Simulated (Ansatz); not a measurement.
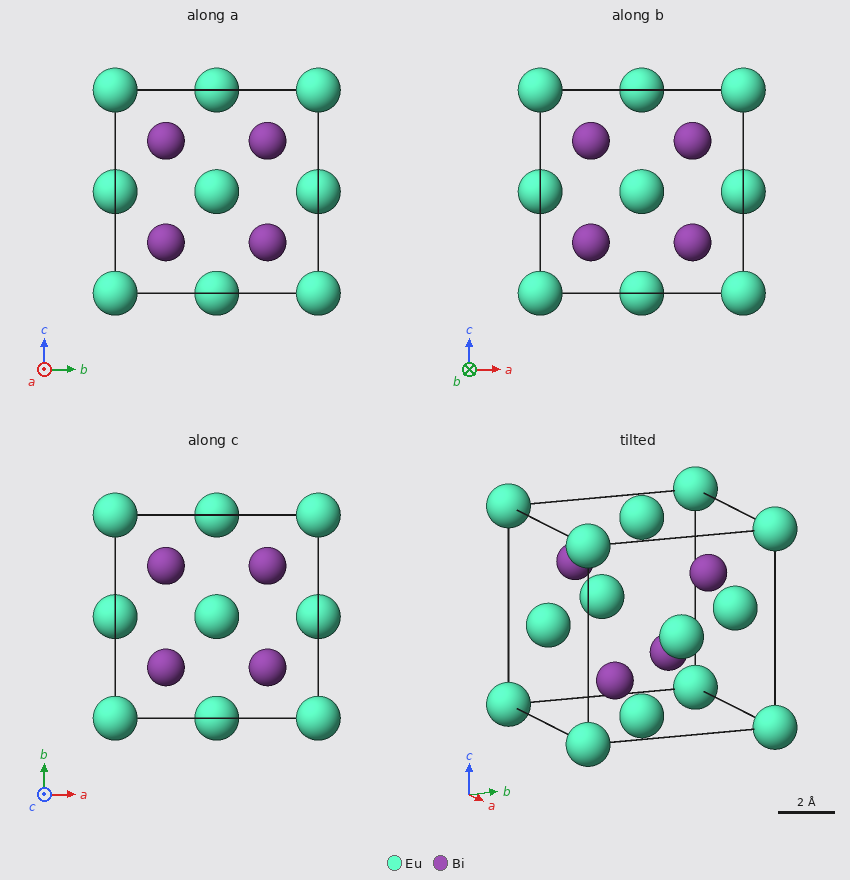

An orthographic spheres-only view of the structure, along the a axis, along the b axis, along the c axis and slightly off an axis. The edges of the conventional unit cell are marked.

Lattice parameters: a = 7.266 Å, b = 7.266 Å, c = 7.266 Å, α = 90.00°, β = 90.00°, γ = 90.00°. Put a along x and b in the xy plane.

Q: Express the structure as a POSCAR file.

A:
```
Eu Bi
1.0
     7.266    0.000    0.000
     0.000    7.266    0.000
     0.000    0.000    7.266
Eu Bi
4 4
Direct
  0.0000 0.0000 0.0000
  0.0000 0.5000 0.5000
  0.5000 0.0000 0.5000
  0.5000 0.5000 0.0000
  0.2500 0.2500 0.7500
  0.2500 0.7500 0.2500
  0.7500 0.2500 0.2500
  0.7500 0.7500 0.7500
```

Its origin is a structure type filled with these elements by a generator (whether the compound takes this form wasn't checked). Earlier steps of the study may have refined or changed the cell and positions. Ansatz was used for an electronic-structure calculation on it.
